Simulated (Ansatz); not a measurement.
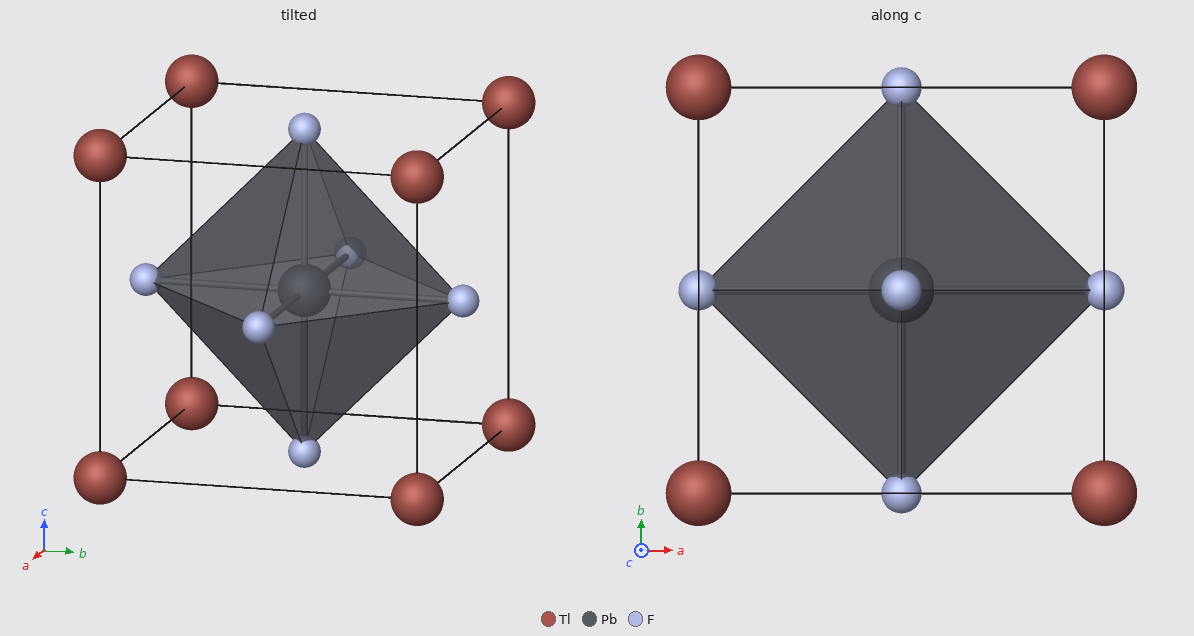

Structure drawing (polyhedral), viewed slightly off an axis and along the c axis. Lines trace the edges of the unit cell.

TlPbF$_{3}$, a = 4.778 Å, b = 4.778 Å, c = 4.802 Å, α = 90.00°, β = 90.00°, γ = 90.00°. Strictly the space group is P4/mmm (No. 123, within 0.01 Å). It is a distorted form of a primitive cubic structure, space group Pm-3m (No. 221) within 0.25 Å: cubic perovskite. The structure comes from a structure type filled with these elements by a generator (whether the compound takes this form wasn't checked). The cell was then strained or its atoms displaced on purpose. A calculation with Ansatz used it as input.

This one geometry was computed with Ansatz (DFT, plane waves, PAW) at three levels of theory: HSE06, r2SCAN and PBE. It was relaxed with r2SCAN and then strained.

Question: Which level gives the highest pressure at this volume, and what does that say about its equilibrium volume?

Answer: Highest: PBE (1.9 GPa), which points to the largest equilibrium volume. Lowest, with the smallest volume: r2SCAN (-0.3 GPa). Levels within 0.5 GPa of each other can't be told apart.

Question: How does the band gap change with the level of theory?

Answer: PBE: a gap of 1.62 eV, indirect; r2SCAN: a gap of 1.86 eV, indirect; HSE06: a gap of 2.48 eV, indirect.

Question: Collect the results in a table.

Answer:
| level | cutoff (eV) | k-mesh of the run's cell | gap (eV) | pressure (GPa) |
| --- | --- | --- | --- | --- |
| HSE06 | 420 | 4×4×4 | 2.48 | 1.0 |
| r2SCAN | 500 | 6×6×6 | 1.86 | -0.3 |
| PBE | 420 | 6×6×6 | 1.62 | 1.9 |

Gaps are taken on the k-mesh or band path of each run.
